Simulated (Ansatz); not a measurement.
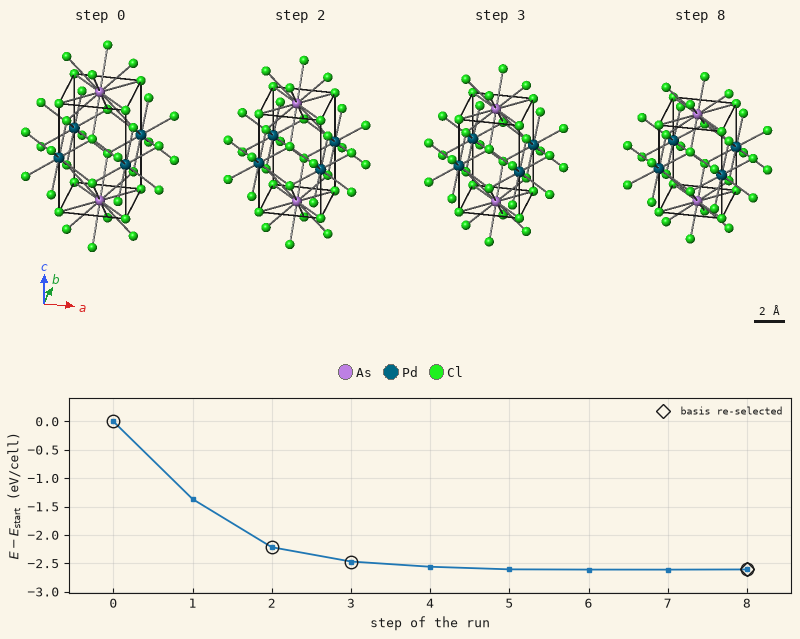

Frames of a relaxation of a crystal of AsPdCl$_{5}$ (built on the MgPPd5-123 type type), marked on the history of the run. The picture is a ball-and-stick view of the cell of the calculation, seen from a free direction.

Level of theory: Ansatz 0.2.0, DFT, PBEsol, plane waves, PAW. Settings: plane-wave cutoff 420 eV; k-point mesh 4 × 4 × 4; occupations fermi dirac; smearing width 0.03 eV; no spin polarisation; cell and atoms relaxed; force threshold 0.01 eV/Å; at most 120 steps.

Q: What happens along the run?

A: The largest moves relative to the cell, 0.16 Å, are those of Cl atoms. As and Pd stay in place. Cell: a = b 4.716 → 4.438 Å (−5.9 %), c 8.350 → 6.689 Å (−19.9 %). Volume −29.1 %. Near-neighbour distances that change, for instance: As–Cl 3.418 → 2.874 Å, Cl–Pd 2.907 → 2.689 Å, As–Cl 3.335 → 3.138 Å. Bond angles that change, for instance: Pd–Cl–Pd 108.4° → 111.2°. The space group stays P4/mmm (No. 123). Over 7 accepted moves (8 points after the start) the energy falls by 2.608 eV per cell of the calculation. Largest force component: 0.25 eV/Å at the start, 0.0011 eV/Å at the end. The pressure goes from −10.09 to −0.01 GPa. The SCF was repeated once at an unchanged geometry on a basis and grid sized afresh for the cell, which shifted the energy by 3.0 meV per cell of the calculation at most. Cost: 22 s on 4 threads of Arm Neoverse V1 (shared host), peak memory 0.59 GiB. From step 0 to 2: Cl atoms move most (0.02 Å), volume −22.6 %, energy −2.216 eV per cell of the calculation. From step 2 to 3: Cl atoms move most (0.08 Å), volume −9.4 %, energy −0.252 eV per cell of the calculation. From step 3 to 8: Cl atoms move most (0.11 Å), volume +1.2 %, energy −0.139 eV per cell of the calculation.

```csv
step,"E − E(0), meV/atom","largest force component, eV/Å","pressure, GPa","volume, Å³/atom",note
0,0.00,0.2548,-10.09,26.534,
1,-195.31,0.1168,-8.56,23.342,
2,-316.53,0.1407,-4.20,20.530,
3,-352.60,0.1313,1.24,18.605,
4,-365.72,0.2547,2.23,18.297,
5,-372.26,0.0923,0.60,18.670,
6,-372.85,0.0241,-0.29,18.897,
7,-372.96,0.0008,-0.01,18.823,
8,-372.53,0.0011,-0.01,18.823,"same geometry, new basis"
```
